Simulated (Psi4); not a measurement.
# Run report: AlH₅O, single-point calculation (part 1 of 2)

AlH₅O (Al(H2O)H3), computed with A-CCSD(T)/6-311G, RHF (Psi4 1.11).

The geometry comes from this level: GFN2-xTB.

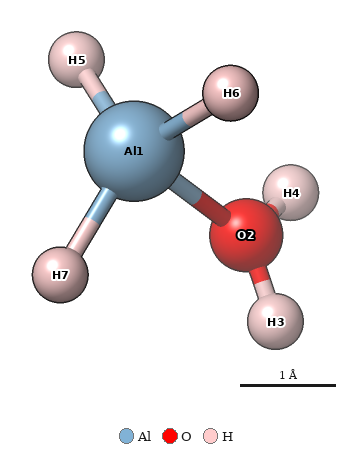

Fig. 1: The structure as given in the input (ball-and-stick view, seen at a tilt; atoms are numbered from 1 in the order of the input). Sticks mark near contacts.

**The input (calc.in)**
```
memory 1600 MB

molecule {
  0 1
  Al     0.07213085    -0.11963856    -1.65917954
  O     -0.04712977     0.07201746     1.90684704
  H     -1.38838178    -0.60371081     2.94009260
  H      1.11108337     1.07370459     2.89371872
  H      3.03716783    -0.07579691    -1.84888914
  H     -1.39034710     2.35418301    -2.39906401
  H     -1.39452339    -2.70075878    -1.83352567
  units au
}

set {
  cc_type  cd
  scf_type cd
}

e_tot, wfn = energy("a-ccsd(t)/6-311G", return_wfn=True)
print_variables()
```

Machine: 1 thread of Intel Xeon (Sapphire Rapids), 16 GiB of memory available, shared host.

Run as:
```bash
psi4 -i calc.in -o calc.out -n 1
```

**Log**
```
Psi4 1.11 release

   => Loading Basis Set <=

    Name: 6-311G
    Role: ORBITAL
    Keyword: BASIS

         ---------------------------------------------------------
                                   SCF
                              RHF Reference
                        1 Threads,   1525 MiB Core
         ---------------------------------------------------------

  ==> Geometry <==

    Molecular point group: c1
    Full point group: C1

    Geometry (in Bohr), charge = 0, multiplicity = 1:

       Center              X                  Y                   Z               Mass
    ------------   -----------------  -----------------  -----------------  -----------------
         AL           0.047822740045    -0.077399652812    -1.356840859384    26.981538530000
         O           -0.071437879955     0.114256367188     2.209185720616    15.994914619570
         H           -1.412689889955    -0.561471902812     3.242431280616     1.007825032230
         H            1.086775260045     1.115943497188     3.196057400616     1.007825032230
         H            3.012859720045    -0.033558002812    -1.546550459384     1.007825032230
         H           -1.414655209955     2.396421917188    -2.096725329384     1.007825032230
         H           -1.418831499955    -2.658519872812    -1.531186989384     1.007825032230

  Running in c1 symmetry.

  Rotational constants: A =      1.95348  B =      0.35145  C =      0.34138 [cm^-1]
  Rotational constants: A =  58563.71189  B =  10536.17310  C =  10234.21087 [MHz]
  Nuclear repulsion =   63.207489970542454

  Charge       = 0
  Multiplicity = 1
  Electrons    = 26
  Nalpha       = 13
  Nbeta        = 13

  ==> Algorithm <==

  SCF Algorithm Type is CD.
  DIIS enabled.
  MOM disabled.
  Fractional occupation disabled.
  Guess Type is SAD.
  Energy threshold   = 1.00e-08
  Density threshold  = 1.00e-08
  Integral threshold = 1.00e-12

  ==> Primary Basis <==

  Basis Set: 6-311G
    Blend: 6-311G
    Number of shells: 33
    Number of basis functions: 49
    Number of Cartesian functions: 49
    Spherical Harmonics?: true
    Max angular momentum: 1

  ==> Integral Setup <==

  ==> CDJK: Cholesky-decomposed J/K Matrices <==

    J tasked:                     Yes
    K tasked:                     Yes
    wK tasked:                     No
    Integrals threads:              1
    Memory [MiB]:                1144
    Algorithm:                   Core
    Integral Cache:              SAVE
    Schwarz Cutoff:             1E-12
    Cholesky tolerance:      1.00E-04
    No. Cholesky vectors:         191

  Minimum eigenvalue in the overlap matrix is 1.1682948845E-02.
  Reciprocal condition number of the overlap matrix is 2.1939034330E-03.
    Using symmetric orthogonalization.

  ==> Pre-Iterations <==

  SCF Guess: Superposition of Atomic Densities via on-the-fly atomic UHF (no occupation information).

   -------------------------
    Irrep   Nso     Nmo
   -------------------------
     A         49      49
   -------------------------
    Total      49      49
   -------------------------

  ==> Iterations <==

                        Total Energy        Delta E     RMS |[F,P]|

   @RHF iter SAD:  -318.93193043096488   -3.18932e+02   0.00000e+00
   @RHF iter   1:  -319.59463421707909   -6.62704e-01   7.88158e-03 DIIS/ADIIS
   @RHF iter   2:  -319.64695298824262   -5.23188e-02   4.13335e-03 DIIS/ADIIS
   @RHF iter   3:  -319.65975428515827   -1.28013e-02   6.45601e-04 DIIS/ADIIS
   @RHF iter   4:  -319.66039024685159   -6.35962e-04   1.27065e-04 DIIS/ADIIS
   @RHF iter   5:  -319.66041525469257   -2.50078e-05   3.13553e-05 DIIS
   @RHF iter   6:  -319.66041771099611   -2.45630e-06   5.26421e-06 DIIS
   @RHF iter   7:  -319.66041779070156   -7.97054e-08   7.32018e-07 DIIS
   @RHF iter   8:  -319.66041779205818   -1.35663e-09   1.24648e-07 DIIS
   @RHF iter   9:  -319.66041779210025   -4.20641e-11   2.31351e-08 DIIS
   @RHF iter  10:  -319.66041779210190   -1.64846e-12   3.48211e-09 DIIS
  Energy and wave function converged.

  ==> Post-Iterations <==

    Orbital Energies [Eh]
    ---------------------

    Doubly Occupied:

       1A    -58.435639     2A    -20.668618     3A     -4.850658
       4A     -3.166032     5A     -3.165435     6A     -3.165089
       7A     -1.471549     8A     -0.839118     9A     -0.754026
      10A     -0.632629    11A     -0.506982    12A     -0.392432
      13A     -0.383387

    Virtual:

      14A      0.065360    15A      0.116258    16A      0.125762
      17A      0.140634    18A      0.182238    19A      0.230988
      20A      0.259124    21A      0.263731    22A      0.314654
      23A      0.327763    24A      0.495775    25A      0.506304
      26A      0.563474    27A      0.568922    28A      0.600739
      29A      0.876194    30A      0.896879    31A      0.899714
      32A      0.942426    33A      1.083414    34A      1.112691
      35A      1.472632    36A      2.410144    37A      2.469832
      38A      2.759258    39A      2.771863    40A      2.800795
      41A      4.659556    42A      5.222517    43A      5.439953
      44A      5.474834    45A      8.720475    46A      8.723757
      47A      8.740846    48A     51.349534    49A    122.800560

    Final Occupation by Irrep:
              A
    DOCC [    13 ]
    NA   [    13 ]
    NB   [    13 ]

  @RHF Final Energy:  -319.66041779210190

   => Energetics <=

    Nuclear Repulsion Energy =             63.2074899705424542
    One-Electron Energy =                -568.8726263547850976
    Two-Electron Energy =                 186.0047185921407902
    Total Energy =                       -319.6604177921018390

Computation Completed

Properties will be evaluated at   0.000000,   0.000000,   0.000000 [a0]

Properties computed using the SCF density matrix

 Multipole Moments:

 ------------------------------------------------------------------------------------
     Multipole            Electronic (a.u.)      Nuclear  (a.u.)        Total (a.u.)
 ------------------------------------------------------------------------------------

 L = 1.  Multiply by 2.5417464519 to convert [e a0] to [Debye]
 Dipole X            :         -0.0370645           -0.0963490           -0.1334136
 Dipole Y            :          0.0595244            0.1666711            0.2261954
 Dipole Z            :          0.8777334            1.2985805            2.1763139
 Magnitude           :                                                    2.1921007

 ------------------------------------------------------------------------------------

	total time  =          1 seconds =       0.02 minutes

  Module DFOCC Options:
  ----------------------------------------------------------------------------
  ACTIVE                        => (empty)
  BASIS_RELATIVISTIC            => (empty)
  BENCH                         => (empty)
  CC_DIIS_MAX_VECS              => (empty)
  CC_DIIS_MIN_VECS              => (empty)
  CC_LAMBDA                     => (empty)
  CC_MAXITER                    => (empty)
  CC_TYPE                       => CD              !
  CHOLESKY                      => TRUE            !
  CHOLESKY_TOLERANCE            => (empty)
  CI_TYPE                       => (empty)
  COMPUT_S2                     => (empty)
  CUBEPROP_BASIS_FUNCTIONS      => (empty)
  CUBEPROP_FILEPATH             => (empty)
  CUBEPROP_ISOCONTOUR_THRESHOLD => (empty)
  CUBEPROP_ORBITALS             => (empty)
  CUBEPROP_TASKS                => (empty)
  CUBIC_BASIS_TOLERANCE         => (empty)
  CUBIC_BLOCK_MAX_POINTS        => (empty)
  CUBIC_GRID_OVERAGE            => (empty)
  CUBIC_GRID_SPACING            => (empty)
  CUTOFF                        => (empty)
  DDX                           => (empty)
  DEBUG                         => (empty)
  DERTYPE                       => (empty)
  DF_BASIS_CC                   => (empty)
  DIE_IF_NOT_CONVERGED          => (empty)
  DKH_ORDER                     => (empty)
  DOCC                          => (empty)
  DO_DIIS                       => (empty)
  DO_LEVEL_SHIFT                => (empty)
  DO_SCS                        => FALSE           !
  DO_SOS                        => FALSE           !
  E3_SCALE                      => (empty)
  EKT_IP                        => (empty)
  EXTERNAL_POTENTIAL_SYMMETRY   => (empty)
  E_CONVERGENCE                 => 1e-06           !
  FREEZE_CORE                   => (empty)
  FREEZE_CORE_POLICY            => (empty)
  FROZEN_DOCC                   => (empty)
  FROZEN_UOCC                   => (empty)
  HESS_TYPE                     => (empty)
  INTEGRAL_CUTOFF               => (empty)
  INTEGRAL_PACKAGE              => (empty)
  LEVEL_SHIFT                   => (empty)
  LINEQ_SOLVER                  => (empty)
  LITERAL_CFOUR                 => (empty)
  LS_THC_BASIS_TOLERANCE        => (empty)
  LS_THC_DF                     => (empty)
  LS_THC_PRUNING_SCHEME         => (empty)
  LS_THC_RADIAL_POINTS          => (empty)
  LS_THC_SPHERICAL_POINTS       => (empty)
  LS_THC_S_EPSILON              => (empty)
  LS_THC_WEIGHTS_TOLERANCE      => (empty)
  MAT_NUM_COLUMN_PRINT          => (empty)
  MAX_MOGRAD_CONVERGENCE        => (empty)
  MAX_RADIAL_MOMENT             => (empty)
  MBIS_D_CONVERGENCE            => (empty)
  MBIS_MAXITER                  => (empty)
  MBIS_PRUNING_SCHEME           => (empty)
  MBIS_RADIAL_POINTS            => (empty)
  MBIS_SPHERICAL_POINTS         => (empty)
  MOLDEN_WITH_VIRTUAL           => (empty)
  MOLDEN_WRITE                  => (empty)
  MO_DIIS_NUM_VECS              => (empty)
  MO_MAXITER                    => (empty)
  MO_STEP_MAX                   => (empty)
  MP2_AMP_TYPE                  => (empty)
  MP2_OS_SCALE                  => (empty)
  MP2_SOS_SCALE                 => (empty)
  MP2_SOS_SCALE2                => (empty)
  MP2_SS_SCALE                  => (empty)
  MP2_TYPE                      => (empty)
  MP_TYPE                       => (empty)
  NAT_ORBS                      => FALSE           !
  NUM_FROZEN_DOCC               => (empty)
  NUM_FROZEN_UOCC               => (empty)
  NUM_GPUS                      => (empty)
  OCC_ORBS_PRINT                => (empty)
  OEPROP                        => (empty)
  OO_SCALE                      => (empty)
  OPT_METHOD                    => (empty)
  ORBITAL_OPTIMIZER_PACKAGE     => (empty)
  ORB_OPT                       => FALSE           !
  ORB_RESP_SOLVER               => (empty)
  ORTH_TYPE                     => (empty)
  PARENT_SYMMETRY               => (empty)
  PCG_BETA_TYPE                 => (empty)
  PCG_CONVERGENCE               => (empty)
  PCG_MAXITER                   => (empty)
  PCM                           => (empty)
  PE                            => (empty)
  PPL_TYPE                      => (empty)
  PRINT                         => (empty)
  PRINT_NOONS                   => (empty)
  PROPERTIES                    => (empty)
  PROPERTIES_ORIGIN             => (empty)
  PUREAM                        => (empty)
  QCHF                          => (empty)
```
